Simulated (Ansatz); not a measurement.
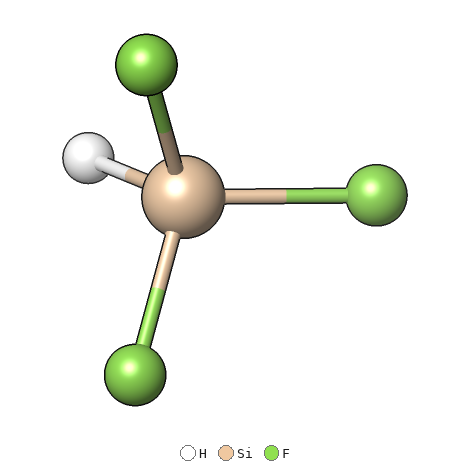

Rendered structure (ball-and-stick style).

What does the picture show?

It has 5 atoms: 3 fluorine, 1 hydrogen and 1 silicon (F3HSi). The point group is C3v. Coordination: 1 Si tetrahedral.

The parts below concern this one geometry. Atoms keep their numbers from picture to picture. Computed geometry: PBE0-D4/def2-TZVP optimisation.

**Geometry**

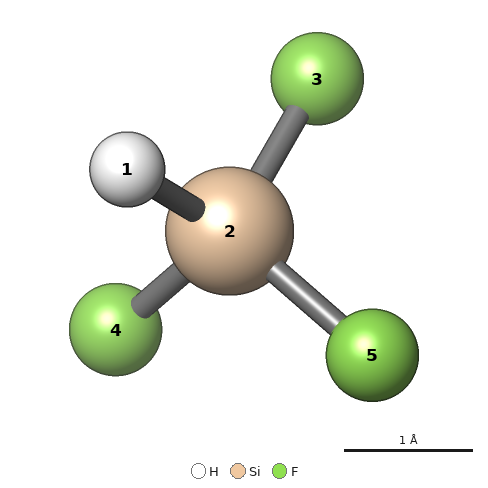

List the bonds and their lengths.

| bond | length (Å) |
| --- | --- |
| H1–Si2 | 1.461 |
| Si2–F3 | 1.573 |
| Si2–F4 | 1.573 |
| Si2–F5 | 1.573 |

**Dipole moment**

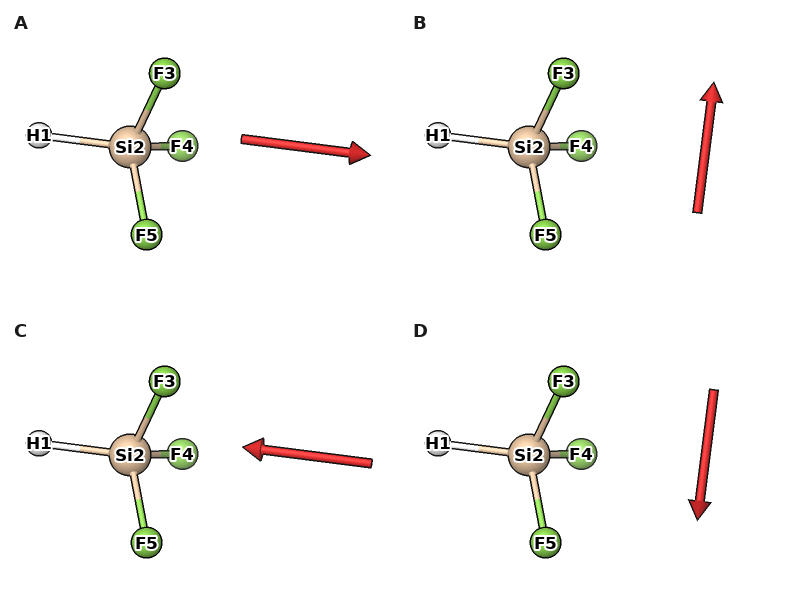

The same molecule four times, each with an arrow. Properties computed with RKS PBE0-D4/def2-TZVP (Ansatz 0.2.0).

> Which arrow points along the dipole moment, from the negative to the positive end?

C. The dipole moment is 1.32 D; it points from the side of F3, F4, F5 to the side of H1 (the outermost atoms at the two ends).

**Charges**

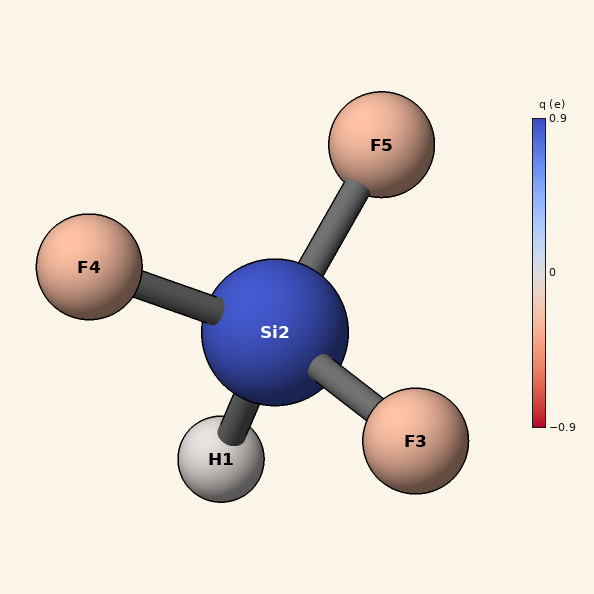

Atoms are coloured by their Mulliken charges. Method: RKS PBE0-D4/def2-TZVP (Ansatz 0.2.0).

Give the Mulliken charges atom by atom.

```csv
atom,value (e)
H1,−0.02
Si2,0.86
F3,−0.28
F4,−0.28
F5,−0.28
```

**Vibrations**

Harmonic vibrations computed with RKS PBE0-D4/def2-TZVP (Ansatz 0.2.0) at a stationary point of the same level.

> How many vibrational modes are there, and where do they lie?

9 modes: 299, 299, 416, 835, 835, 855, 1002, 1002, 2362 cm⁻¹.

Mulliken values depend strongly on the basis set and can even reverse the polarity of a bond.
